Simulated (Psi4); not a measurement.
# C2HFN+ (SMILES Fc1[cH+]n1) at 3 levels

We compute a comparison of 3 runs (CAM-B3LYP/aug-cc-pVDZ, MP4/6-31G*) of C2HFN+. 

The results are computed with Psi4 1.11.

3 further runs of the same task are left out: 2 that didn't finish, 1 set aside as unsound or not needed.

## Step 1: The system as given

The species is C2HFN+ (5 atoms), meant as a singlet with charge +1. As SMILES, `Fc1[cH+]n1`. Geometry: relaxed at GFN2-xTB.

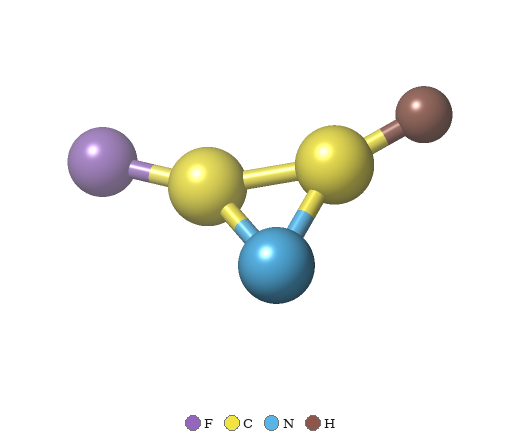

Viewed from a chosen angle; fluorine purple, carbon yellow, nitrogen blue, hydrogen brown.

## Step 2: The energy at CAM-B3LYP/aug-cc-pVDZ (run 1)

The input, c2hfn.xyz:

```xyz
5
C2HFN
F      0.149560    -1.546570     1.034770
C     -0.050600    -0.614570     0.246480
C      0.095300     0.673310    -0.210680
N     -0.656780    -0.204000    -0.874210
H      0.462520     1.691830    -0.196360
```

The input, run.py:

```python
import numpy as np
from ase.calculators.psi4 import Psi4
from ase.io import read

a = read('c2hfn.xyz')
calc = Psi4(atoms=a, method='cam-b3lyp', basis='aug-cc-pVDZ', memory='1600MB', num_threads=1, charge=1, multiplicity=1, label='calc')
calc.psi4.set_options({'puream': True, 'e_convergence': 1e-09, 'd_convergence': 1e-08, 'scf_type': 'pk', 'dft_radial_points': 99, 'dft_spherical_points': 590})
a.calc = calc

print(f'energy: {a.get_potential_energy():.6f} eV')
```

Started as:

```sh
$ python run.py
```

calc.dat:

```text
[...]
  Running in c1 symmetry.
[...]
  Nuclear repulsion =  102.200524174314381
[...]
  Multiplicity = 1
[...]
  Nalpha       = 14
  Nbeta        = 14
[...]
    Number of basis functions: 101
[...]
   @RKS iter   1:  -230.82830020639324    1.01821e-01   3.75428e-03 ADIIS/DIIS
[...]
   @RKS iter  11:  -230.89309298504253   -8.12861e-12   5.51598e-09 DIIS
[...]
    Orbital Energies [Eh]
    ---------------------
    Doubly Occupied:
       1A    -25.155966     2A    -14.792255     3A    -10.757948
       4A    -10.681325     5A     -1.698402     6A     -1.470730
       7A     -1.031883     8A     -1.013638     9A     -0.927878
      10A     -0.907961    11A     -0.875027    12A     -0.799186
      13A     -0.776854    14A     -0.670095
[...]
  @RKS Final Energy:  -230.89309298504253
   => Energetics <=
    Nuclear Repulsion Energy =            102.2005241743143813
    One-Electron Energy =                -508.8439462668501960
    Two-Electron Energy =                 196.4716293986040796
    DFT Exchange-Correlation Energy =     -20.7213002911107758
    Empirical Dispersion Energy =           0.0000000000000000
    VV10 Nonlocal Energy =                  0.0000000000000000
    Total Energy =                       -230.8930929850425287
[...]
 Multipole Moments:
 ------------------------------------------------------------------------------------
     Multipole            Electronic (a.u.)      Nuclear  (a.u.)        Total (a.u.)
 ------------------------------------------------------------------------------------
 L = 1.  Multiply by 2.5417464519 to convert [e a0] to [Debye]
 Dipole X            :          0.1558470            0.2936069            0.4494539
 Dipole Y            :         -1.7024279            3.0410754            1.3386475
 Dipole Z            :          1.1256202           -1.1565381           -0.0309179
 Magnitude           :                                                    1.4124241
[...]
```

The script printed:

```text
energy: -6282.921084 eV
```

It took 30 s on 1 thread of Intel Xeon Platinum 8259CL at 2.50GHz (Skylake/Cascade Lake), shared host; peak memory 0.81 GiB.

## Step 3: The energy at MP4/6-31G(d) (Cartesian functions) (run 2)

The input, input.inp:

```
memory 1600 mb

molecule {
  1 1
  F      0.149560    -1.546570     1.034770
  C     -0.050600    -0.614570     0.246480
  C      0.095300     0.673310    -0.210680
  N     -0.656780    -0.204000    -0.874210
  H      0.462520     1.691830    -0.196360
  no_reorient
  no_com
}

set {
  scf_type pk
  freeze_core true
}

E, wfn = energy('mp4/6-31G*', return_wfn=True)
```

Started as:

```sh
$ psi4 -n 1 input.inp input.out
```

input.out:

```text
[...]
  Running in c1 symmetry.
[...]
  Nuclear repulsion =  102.200524174314381
[...]
  Multiplicity = 1
[...]
  Nalpha       = 14
  Nbeta        = 14
[...]
    Number of basis functions: 62
[...]
   @RHF iter   1:  -229.71073474485888    3.09181e-02   6.60802e-03 DIIS/ADIIS
[...]
   @RHF iter  13:  -229.79412194593280   -7.10543e-13   1.93053e-09 DIIS
[...]
    Orbital Energies [Eh]
    ---------------------
    Doubly Occupied:
       1A    -26.677867     2A    -15.964923     3A    -11.744646
       4A    -11.660026     5A     -2.011021     6A     -1.709781
       7A     -1.187022     8A     -1.165416     9A     -1.060504
      10A     -1.041256    11A     -1.021300    12A     -0.908114
      13A     -0.837114    14A     -0.763398
[...]
  @RHF Final Energy:  -229.79412194593280
   => Energetics <=
    Nuclear Repulsion Energy =            102.2005241743143813
    One-Electron Energy =                -508.4845163819987874
    Two-Electron Energy =                 176.4898702617515767
    Total Energy =                       -229.7941219459328011
[...]
 Multipole Moments:
 ------------------------------------------------------------------------------------
     Multipole            Electronic (a.u.)      Nuclear  (a.u.)        Total (a.u.)
 ------------------------------------------------------------------------------------
 L = 1.  Multiply by 2.5417464519 to convert [e a0] to [Debye]
 Dipole X            :          5.0751445           -4.7634326            0.3117118
 Dipole Y            :         25.6161718          -25.1387621            0.4774097
 Dipole Z            :         -5.8546382            6.0696113            0.2149732
 Magnitude           :                                                    0.6093421
[...]
      * MP2 total energy:                   -230.343792611746
[...]
      * MP3 total energy:                   -230.348582143359
[...]
```

Run time: 6.6 s. Hardware: 1 thread of Intel Xeon Platinum 8259CL at 2.50GHz (Skylake/Cascade Lake), shared host; peak memory 0.29 GiB.

## Step 4: The energy at MP4/6-31G(d) (sfX2C, Cartesian functions) (run 3)

The input, c2hfn.py:

```python
import psi4

psi4.set_memory(1600000000)
psi4.set_num_threads(1)
psi4.set_output_file('run.log', False)

geom = psi4.geometry("""
1 1
F      0.149560    -1.546570     1.034770
C     -0.050600    -0.614570     0.246480
C      0.095300     0.673310    -0.210680
N     -0.656780    -0.204000    -0.874210
H      0.462520     1.691830    -0.196360
no_reorient
no_com
""")

psi4.set_options({
    'basis': '6-31G*',
    'scf_type': 'pk',
    'freeze_core': True,
    'relativistic': 'x2c',
})

result = psi4.energy("mp4")
print(f'mp4 energy: {result:.10f} Eh')
```

Started as:

```sh
$ python c2hfn.py
```

run.log:

```text
[...]
  Running in c1 symmetry.
[...]
  Nuclear repulsion =  102.200524174314381
[...]
  Multiplicity = 1
[...]
  Nalpha       = 14
  Nbeta        = 14
[...]
    Number of basis functions: 62
[...]
    WARNING: The X2C and Dirac Hamiltonians have substatially different eigenvalues!
             This is probably caused by the recontraction of the basis set.
[...]
   @RHF iter   1:  -229.84684524949995    2.86490e-02   6.61682e-03 DIIS/ADIIS
[...]
   @RHF iter  13:  -229.93036154581662   -6.82121e-13   1.94625e-09 DIIS
[...]
    Orbital Energies [Eh]
    ---------------------
    Doubly Occupied:
       1A    -26.705239     2A    -15.974998     3A    -11.749811
       4A    -11.665294     5A     -2.013688     6A     -1.710340
       7A     -1.187391     8A     -1.165725     9A     -1.060466
      10A     -1.041046    11A     -1.021361    12A     -0.907974
      13A     -0.836954    14A     -0.763358
[...]
  @RHF Final Energy:  -229.93036154581662
   => Energetics <=
    Nuclear Repulsion Energy =            102.2005241743143813
    One-Electron Energy =                -508.6544798583287843
    Two-Electron Energy =                 176.5235941381978080
    Total Energy =                       -229.9303615458166234
[...]
 Multipole Moments:
 ------------------------------------------------------------------------------------
     Multipole            Electronic (a.u.)      Nuclear  (a.u.)        Total (a.u.)
 ------------------------------------------------------------------------------------
 L = 1.  Multiply by 2.5417464519 to convert [e a0] to [Debye]
 Dipole X            :          5.0746908           -4.7634326            0.3112581
 Dipole Y            :         25.6158045          -25.1387621            0.4770424
 Dipole Z            :         -5.8551225            6.0696113            0.2144889
 Magnitude           :                                                    0.6086514
[...]
      * MP2 total energy:                   -230.480303956241
[...]
      * MP3 total energy:                   -230.485037725266
[...]
```

The script printed:

```text
mp4 energy: -230.5198402853 Eh
```

It took 6.6 s on 1 thread of Intel Xeon Platinum 8259CL at 2.50GHz (Skylake/Cascade Lake), shared host; peak memory 0.29 GiB.

## Step 5: Overview of the runs

```csv
run,level,Cartesian functions,frozen core orbitals,energy (Eh),HOMO energy (eV),LUMO energy (eV),HOMO–LUMO gap (eV),wall time
1,CAM-B3LYP/aug-cc-pVDZ,no,0,-230.893093,-18.23,-8.31,9.92,30 s
2,MP4/6-31G* (Cartesian functions),yes,4,-230.383322,-20.77,-4.72,16.05,6.6 s
3,"MP4/6-31G* (sfX2C, Cartesian functions)",yes,4,-230.519840,-20.77,-4.72,16.05,6.6 s
```

## Step 6: Summary of results

```
                                          quantity          value
                               run 3: total energy  -230.51984 Eh
        run 3: HOMO energy (Hartree–Fock orbitals)      -20.77 eV
        run 3: LUMO energy (Hartree–Fock orbitals)       -4.72 eV
      run 3: HOMO–LUMO gap (Hartree–Fock orbitals)       16.05 eV
run 3: correlation energy (4 core orbitals frozen)     -589.5 mEh
```

All runs together took 43 s, the longest 30 s.
